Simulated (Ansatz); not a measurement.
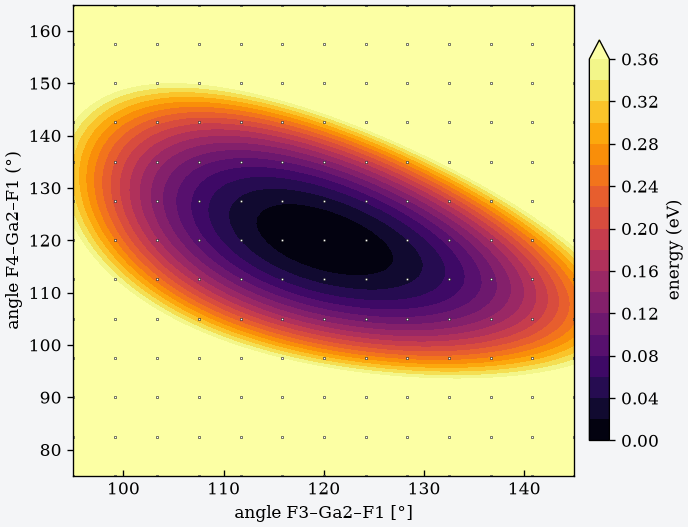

F3Ga, SMILES [F][Ga]([F])[F]. 
- The first coordinate is: angle F3–Ga2–F1; the second: angle F4–Ga2–F1.
- Nothing is relaxed (all other coordinates rigid).
- The grid has 13 × 13 points; 153 points were computed and 16 follow by symmetry.
- Energies: eV, counted from the lowest grid point.
- Theory: Ansatz 0.2.0, RKS CAM-B3LYP-D4/def2-TZVP.

The picture shows filled contours, dots at the grid points, one colour for all values above the top of the scale. Between grid points the surface is interpolated.

Where is the minimum, and how stiff is the well along each coordinate?

The interpolated minimum is at angle F3–Ga2–F1 ≈ 120.0°, angle F4–Ga2–F1 ≈ 120.0°. The curvatures there are about 3.7 eV/rad² and 3.7 eV/rad², with a cross term of about 1.8 eV/rad². Round the minimum the valley is somewhat tilted: raising angle F3–Ga2–F1 shifts the best value of angle F4–Ga2–F1 downwards (coupling k₁₂/√(k₁₁k₂₂) about 0.5).
